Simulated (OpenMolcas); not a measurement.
# Single-point calculation, with input and output: BCl3 (charge −1) (part 2 of 2)

Continued. System: BCl3, charge −1, multiplicity 2. Method: ROMP2/cc-pVTZ, ROHF (OpenMolcas 26.06). The geometry is that of the parent species in another charge or spin state. The geometry comes from this level: GFN2-xTB.

Geometry of the input (Å):
```
Cl -0.2565  0.5120  1.6253
B  0.0019  0.0013  -0.0003
Cl 0.9339  -1.4123  -0.3213
Cl -0.6793  0.8990  -1.3036
```

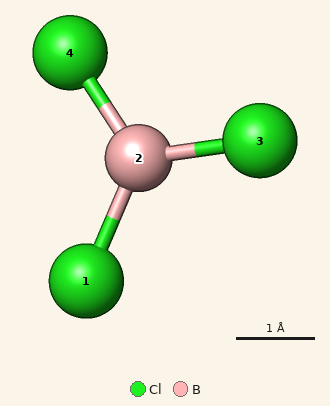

**Figure 1.** The structure as given in the input (ball-and-stick view, seen at a tilt; atoms are numbered from 1 in the order of the input).

## Log, continued
```
          Orbital           11        12        13        14        15        16        17        18        19        20
          Energy           -7.8158   -7.8161   -7.8163   -7.8165   -7.8158   -7.3869   -0.2347   -0.2982   -0.2983   -0.8666
          Occ. No.          2.0000    2.0000    2.0000    2.0000    2.0000    2.0000    2.0000    2.0000    2.0000    2.0000

          Orbital           21        22        23        24        25        26        27        28        29        30
          Energy           -0.8666   -0.9145   -0.2648   -0.2649   -0.3678   -0.3677   -0.3291   -0.5410    0.1937    0.5750
          Occ. No.          2.0000    1.9999    1.9995    1.9995    1.9994    1.9994    1.9984    1.9960    1.0000    0.0040

          Orbital           31        32        33        34        35        36        37        38        39        40
          Energy            0.8162    0.7309    0.7312    0.8766    0.8767    1.2584    1.3440    1.3439    1.1831    1.1832
          Occ. No.          0.0016    0.0006    0.0006    0.0005    0.0005    0.0001    0.0000    0.0000    0.0000    0.0000

          Orbital           41        42        43        44        45        46        47        48        49        50
          Energy            1.1616    3.1556    2.1961    2.3936    2.3935    3.2796    3.2796    3.7640    2.1269    2.3425
          Occ. No.          0.0000    0.0000    0.0000    0.0000    0.0000    0.0000    0.0000    0.0000    0.0000    0.0000

          Orbital           51        52        53        54        55        56        57        58        59        60
          Energy            2.3427    2.3729    2.3730    2.3857    4.1748    4.2022    4.2005    0.6984    0.7648    0.5635
          Occ. No.          0.0000    0.0000    0.0000    0.0000    0.0000    0.0000    0.0000    0.0000    0.0000    0.0000

          Orbital           61        62        63        64        65        66        67        68        69        70
          Energy            1.1727    1.9208    1.0059    3.1264    0.7733    1.9803    0.9899    2.1619    1.2873    2.2246
          Occ. No.          0.0000    0.0000    0.0000    0.0000    0.0000    0.0000    0.0000    0.0000    0.0000    0.0000

          Orbital           71        72        73        74        75        76        77        78        79        80
          Energy            2.2196    3.3441    1.4363    3.1558    1.4483    3.3889    2.1396    1.5622    2.2225    3.1157
          Occ. No.          0.0000    0.0000    0.0000    0.0000    0.0000    0.0000    0.0000    0.0000    0.0000    0.0000

          Orbital           81        82        83        84        85        86        87        88        89        90
          Energy            1.9041    1.4590    1.8419    2.6167    2.2650    2.0644    0.8549    1.9804    2.0426    1.7332
          Occ. No.          0.0000    0.0000    0.0000    0.0000    0.0000    0.0000    0.0000    0.0000    0.0000    0.0000

          Orbital           91        92        93        94        95        96        97        98        99       100
          Energy            3.1083    2.2656    1.7717    1.9747    1.2741    2.6257    2.0984    2.9748    3.0086    3.5221
          Occ. No.          0.0000    0.0000    0.0000    0.0000    0.0000    0.0000    0.0000    0.0000    0.0000    0.0000

          Orbital          101       102       103       104       105       106       107
          Energy            3.5470    3.0085    3.5928    3.5958    2.9622    2.2618    2.4761
          Occ. No.          0.0000    0.0000    0.0000    0.0000    0.0000    0.0000    0.0000

--

++    Molecular properties:
      ---------------------

      Charge (e):
                      =   -1.0000
      Dipole Moment (debye):
      Origin of the operator (angstrom)=   -0.0004   -0.0003    0.0001
                   X= -1.0025E-02               Y= -6.0112E-03               Z= -8.3185E-04           Total=  1.1718E-02
      Center of Charge (angstrom)
                     X=    0.00169754               Y=    0.00098899               Z=    0.00023520
      Quadrupole Moment (debye*angstrom):
      Origin of the operator (angstrom)=   -0.0004   -0.0003    0.0001
                  XX= -4.9871E+01              XY=  3.3094E+00              XZ= -2.6982E-01              YY= -5.2545E+01
                  YZ= -1.8412E-01              ZZ= -5.4761E+01
      In traceless form (debye*angstrom)
                  XX=  3.7822E+00              XY=  4.9641E+00              XZ= -4.0473E-01              YY= -2.2890E-01
                  YZ= -2.7618E-01              ZZ= -3.5533E+00
--

--- Stop Module: scf /rc=_RC_ALL_IS_WELL_ ---
--- Module scf spent 19 seconds ---

--- Start Module: rasscf ---

                                              &RASSCF

                       available to each process: 1.9 GB of memory, 1 thread

      Header of the ONEINT file:
      --------------------------

      OrdInt status: non-squared

      Cartesian coordinates in angstrom:
      -----------------------------------------------------
      No.  Label        X            Y            Z
      -----------------------------------------------------
       1   CL1       -0.25653000   0.51196000   1.62527000
       2   B2         0.00187000   0.00127000  -0.00030000
       3   CL3        0.93395000  -1.41225000  -0.32133000
       4   CL4       -0.67930000   0.89902000  -1.30364000
      -----------------------------------------------------
      Nuclear repulsion energy =  232.02178971

++    Wave function specifications:
      -----------------------------

      Number of closed shell electrons          56
      Number of electrons in active shells       1
      Max number of holes in RAS1 space          0
      Max nr of electrons in RAS3 space          0
      Number of inactive orbitals               28
      Number of active orbitals                  1
      Number of secondary orbitals             103
      Spin quantum number                      0.5
      State symmetry                             1
--

++    Orbital specifications:
      -----------------------

      Symmetry species                           1
                                                 a
      Frozen orbitals                            0
      Inactive orbitals                         28
      Active orbitals                            1
      RAS1 orbitals                              0
      RAS2 orbitals                              1
      RAS3 orbitals                              0
      Secondary orbitals                       103
      Deleted orbitals                           0
      Number of basis functions                132
--

++    CI expansion specifications:
      ----------------------------

      Number of CSFs                             1
      Number of determinants                     1
      Number of root(s) required                 1
      Root chosen for geometry opt.              1
      CI root used                               1

      highest root included in the CI            1
      max. size of the explicit Hamiltonian      1
--

++    Optimization specifications:
      ----------------------------

      RASSCF algorithm: Conventional
      Maximum number of macro iterations       200
      Maximum number of SX iterations          100
      Threshold for RASSCF energy            1.000E-08
      Threshold for max MO rotation          1.000E-01
      Threshold for max BLB element          1.000E-04
      Level shift parameter                  5.000E-01
      Make Quasi-Newton update
--

      The MO-coefficients are taken from the file:
      job.UnaOrb
      Title:UHF natural orbitals

      Total molecular charge   -1.00

      ************************************************************************************************************************
      *                                            Wave function control section                                             *
      ************************************************************************************************************************

                                         RASSCF iterations: Energy and convergence statistics
                                         ----------------------------------------------------

          iter iter root      energy       change     param      element    value   shift minimum  type update hh:mm:ss
 Nr of preliminary CI iterations:   1
      Total energies have been shifted. Add                -1000.00 au
        1   1   13    1  -403.32813532    0.00E+00   3.00E-03   28  30 1 -2.21E-03*  0.13   0.00    SX    NO    0:00:02
        2   1   13    1  -403.32815867   -2.34E-05*  6.49E-04   25  33 1 -8.47E-04*  0.13   0.00    SX    NO    0:00:01
        3   1   12    1  -403.32816161   -2.94E-06*  6.69E-04   29  31 1  3.61E-04*  0.13   0.00    SX    NO    0:00:01
        4   1   11    1  -403.32816222   -6.09E-07*  1.94E-04   25  33 1 -2.25E-04*  0.13   0.00    SX    NO    0:00:01
        5   1   10    1  -403.32816238   -1.58E-07*  3.28E-04   29  31 1  1.09E-04*  0.13   1.30    QN   YES    0:00:01
        6   1    9    1  -403.32816244   -6.68E-08*  6.90E-05   29  30 1 -2.10E-05   0.13   1.14    QN   YES    0:00:01
        7   1    8    1  -403.32816245   -4.98E-09   8.86E-05   29  30 1 -1.53E-05   0.13   1.72    QN   YES    0:00:01
      Convergence after  7 iterations
        8   1    8    1  -403.32816245   -2.76E-09   8.86E-05   29  31 1 -8.31E-06   0.13   1.72    QN   YES    0:00:01

      ************************************************************************************************************************
                                                      Wave function printout:
                       occupation of active orbitals, and spin coupling of open shells (u,d: Spin up or down)
      ************************************************************************************************************************

      Note: transformation to natural orbitals
      has been made, which may change the order of the CSFs.

      printout of CI-coefficients larger than  0.05 for root  1
      energy=   -1403.328162
      conf/sym  1     Coeff  Weight
             1  u   1.00000 1.00000

      Natural orbitals and occupation numbers for root  1
      sym 1:   1.000000

      ************************************************************************************************************************
      *                                                    Final results                                                     *
      ************************************************************************************************************************

++    Final optimization conditions:
      ------------------------------

      Average CI energy                           -1403.32816245
      RASSCF energy for state  1                  -1403.32816245
      Super-CI energy                                -0.00000000
      RASSCF energy change                           -0.00000000
      Max change in MO coefficients              -1.335E-04
      Max non-diagonal density matrix element     8.865E-05
      Maximum BLB matrix element                 -8.314E-06
      (orbital pair  29,  31 in symmetry   1)
      Norm of electronic gradient            1.972E-05
--

      Final state energy(ies):
      ------------------------

::    RASSCF root number  1 Total energy:  -1403.32816245
      Von Neumann Entropy (Root   1) =  0.50000

      Mulliken population analysis for root number:  1
      -----------------------------------------------

++    Molecular charges:
      ------------------

      Mulliken charges per centre
      ---------------------------

                CL1     B2      CL3     CL4
      Total   17.3213  5.0365 17.3212 17.3210

      N-E     -0.3213 -0.0365 -0.3212 -0.3210

      Total electronic charge=   57.000000

      Total            charge=   -1.000000
--

      Expectation values of various properties for root number:  1
      -----------------------------------------------------------

++    Molecular properties:
      ---------------------

      Charge (e):
                      =   -1.0000
      Dipole Moment (debye):
      Origin of the operator (angstrom)=   -0.0004   -0.0003    0.0001
                   X= -1.1617E-02               Y= -7.0825E-03               Z= -7.4213E-04           Total=  1.3626E-02
      Center of Charge (angstrom)
                     X=    0.00202912               Y=    0.00121203               Z=    0.00021652
      Quadrupole Moment (debye*angstrom):
      Origin of the operator (angstrom)=   -0.0004   -0.0003    0.0001
                  XX= -4.9903E+01              XY=  3.3020E+00              XZ= -2.6922E-01              YY= -5.2572E+01
                  YZ= -1.8371E-01              ZZ= -5.4783E+01
      In traceless form (debye*angstrom)
                  XX=  3.7738E+00              XY=  4.9531E+00              XZ= -4.0383E-01              YY= -2.2839E-01
                  YZ= -2.7557E-01              ZZ= -3.5454E+00
--

      Mulliken spin population analysis for root number:  1
      ---------------------------------------------------

++    Molecular charges:
      ------------------

      Mulliken spin population per centre
      ---------------------------

                CL1     B2      CL3     CL4
      Total    0.0428  0.8715  0.0428  0.0429

      Total electronic spin=    1.000000
--

      Canonical orbitals are written to the RASORB file
      Natural orbitals for root   1 are written to the RASORB.1 file
      Spin density orbitals for root   1 are written to the SPDORB.1 file

--- Stop Module: rasscf /rc=_RC_ALL_IS_WELL_ ---
--- Module rasscf spent 14 seconds ---

--- Start Module: caspt2 ---

                                              &CASPT2

                       available to each process: 1.9 GB of memory, 1 thread

 ###############################################################################
 ###    WARNING: User changed nr of frozen orbitals.                         ###
 ###############################################################################

++    Wave function specifications:
      -----------------------------

      Number of closed shell electrons          26
      Number of electrons in active shells       1
      Max number of holes in RAS1 space          0
      Max number of electrons in RAS3 space      0
      Number of inactive orbitals               13
      Number of active orbitals                  1
      Number of secondary orbitals             103
      Spin quantum number                      0.5
      State symmetry                             1
      Number of CSFs                             1
      Number of CASSCF root(s) available         1
      CASPT2 state passed to geometry opt.       1
      A file JOBMIX will be created
      This is a high spin open shell RHF reference function
--

++    Orbital specifications:
      -----------------------

      Symmetry species                           1
                                                 a
      Frozen orbitals                           15
      Inactive orbitals                         13
      Active orbitals                            1
      Secondary orbitals                       103
      Deleted orbitals                           0
      Number of basis functions                132
--

++    CASPT2 specifications:
      ----------------------

      Type of calculation                        SS-CASPT2
      Fock operator                              state-specific
      IPEA shift                                 0.00
      Real shift                                 0.00
      Imaginary shift                            0.00
      The input orbitals will be transformed to quasi-canonical
--

--------------------------------------------------------------------------------
 Estimated memory requirements:
  POLY3 :                   250022
  RHS:                      764774
  SIGMA :                  1224792
  PRPCTL:                        0
 Available workspace:    232478325

++ CASPT2 computation for group   1

********************************************************************************
 Multi-State initialization phase begins for group   1
--------------------------------------------------------------------------------
********************************************************************************
 Compute H0 matrices for state    1
--------------------------------------------------------------------------------
--------------------------------------------------------------------------------
 H0 matrices have been computed.

********************************************************************************
  CASPT2 EQUATION SOLUTION
--------------------------------------------------------------------------------

  Total nr of CASPT2 parameters:
   Before reduction:     1060695
   After  reduction:     1055248

 Variance of |WF0>:       2.5189878463

 The contributions to the second order correlation energy in atomic units.
-----------------------------------------------------------------------------------------------------------------------------
  IT.      VJTU        VJTI        ATVX        AIVX        VJAI        BVAT        BJAT        BJAI        TOTAL       RNORM
-----------------------------------------------------------------------------------------------------------------------------
   1     0.000000    0.000000    0.000000   -0.007796   -0.021649    0.000000   -0.053669   -0.614935   -0.698049    0.000754
   2     0.000000    0.000000    0.000000   -0.007834   -0.021657    0.000000   -0.053690   -0.614951   -0.698132    0.000071
   3     0.000000    0.000000    0.000000   -0.007834   -0.021657    0.000000   -0.053690   -0.614951   -0.698132    0.000004
-----------------------------------------------------------------------------------------------------------------------------

  FINAL CASPT2 RESULT:

      Reference energy:       -1403.3281624508
      E2 (Non-variational):      -0.6981315807
      E2 (Variational):          -0.6981315809
      Total energy:           -1404.0262940317
      Residual norm:              0.0000001929
      Reference weight:           0.79633

      Contributions to the CASPT2 correlation energy
      Active & Virtual Only:          0.0000000357
      One Inactive Excited:          -0.0615241826
      Two Inactive Excited:          -0.6366074339

++ Denominators, etc.
--------------------------------------------------------------------------------------------------------------
 Report on small energy denominators, large coefficients, and large energy contributions.
CASE  SYMM ACTIVE-MIX  NON-ACTIVE INDICES          DENOMINATOR     RHS VALUE       COEFFICIENT     CONTRIBUTION
ATVX     1  Mu1.0001  Se1.030                       0.16012214     -0.00000415     -0.00010450      0.00000000
ATVX     1  Mu1.0001  Se1.031                       0.21379856     -0.00000002      0.00000018     -0.00000000
ATVX     1  Mu1.0001  Se1.032                       0.21381184      0.00000000     -0.00000000     -0.00000000
ATVX     1  Mu1.0001  Se1.033                       0.28011335     -0.00000642     -0.00422653      0.00000003
ATVX     1  Mu1.0001  Se1.034                       0.29019413      0.00000475      0.00011197      0.00000000
AIVX     1  Mu1.0001  In1.023 Se1.033               0.80190458      0.02115675     -0.02586430     -0.00054720
AIVX     1  Mu1.0001  In1.020 Se1.034               0.95118181     -0.02586819      0.02622971     -0.00067851
--

   (Skipping property calculation,
    use PROP keyword to activate)
--

  Total CASPT2 energies:
::    CASPT2 Root  1     Total energy:  -1404.02629403

  A NEW JOBIPH FILE NAMED 'JOBMIX' IS PREPARED.
********************************************************************************
--- Stop Module: caspt2 /rc=_RC_ALL_IS_WELL_ ---
--- Module caspt2 spent 4 seconds ---

.##################.
.# Happy landing! #.
.##################.

    Timing: Wall=48.15 User=38.47 System=9.66
```

## Results in brief

| quantity | value |
| --- | --- |
| outcome | converged |
| total energy | −1404.026294 hartree |
| SCF energy | −1403.328162 hartree |
| correlation energy | −0.698132 hartree |
| basis functions | 132 |
| hardware | 1 thread of Arm Neoverse V1, 24 GiB of memory available, shared host |
| wall time | 49 s |
| peak memory | 0.94 GiB |
